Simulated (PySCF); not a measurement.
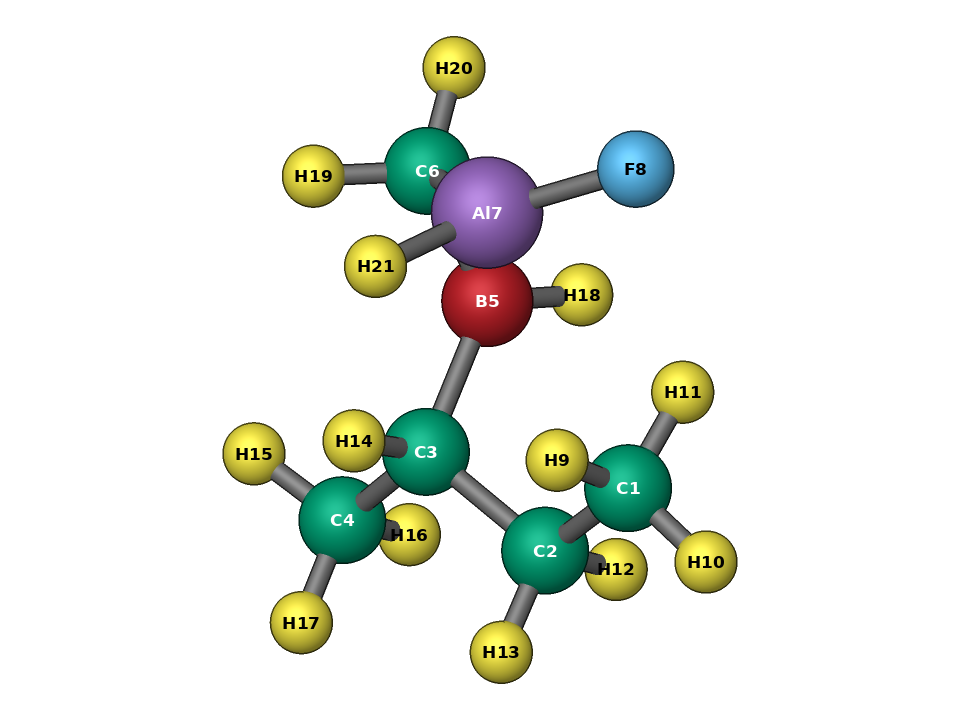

The geometry was computed by an optimisation with GFN2-xTB. No frequency run is at hand to confirm it as a minimum. Level of theory: GIAO PBE0/pcSseg-1 NMR shielding, non-relativistic, gas phase (PySCF 2.14.0). Principal shieldings σ11 ≤ σ22 ≤ σ33, span Ω = σ33 − σ11, skew κ = 3(σiso − σ22)/Ω.

Give the shielding tensors of the Al atoms.

| atom | σ11 | σ22 | σ33 | σiso | Ω | κ |
| --- | --- | --- | --- | --- | --- | --- |
| Al7 | 325.5 | 356.9 | 485.3 | 389.2 | 159.8 | 0.61 |

Shieldings and span in ppm.

The geometry is semi-empirical. Around Al, B such bond lengths and angles can be off by a tenth of an ångström or more and by several degrees, and values that hang on the shape move with them.
